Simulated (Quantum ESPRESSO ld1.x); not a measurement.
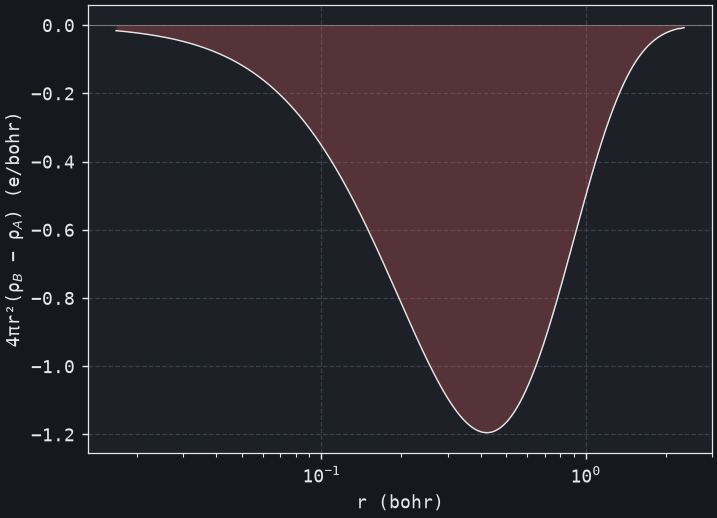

Two charge states of lithium were computed: Li²⁺ in 1s1 (high spin); Li⁺ in 1s2. Method: scalar-relativistic Kohn-Sham, LDA (Slater exchange, VWN5 correlation), spin-polarised, spherical densities, point nucleus; computed with Quantum ESPRESSO ld1.x 7.5.

The plot shows the radial density of run B less that of run A; on the logarithmic r axis, areas aren't charges.

Which run is A and which is B? Where does the charge move?

A is Li⁺ in 1s2; B is Li²⁺ in 1s1 (high spin). B holds hardly more charge than A anywhere and 1.0 electrons fewer where it is negative (most at r = 0.42 bohr), a net change of −1. The energy of B less that of A is 74.6 eV.
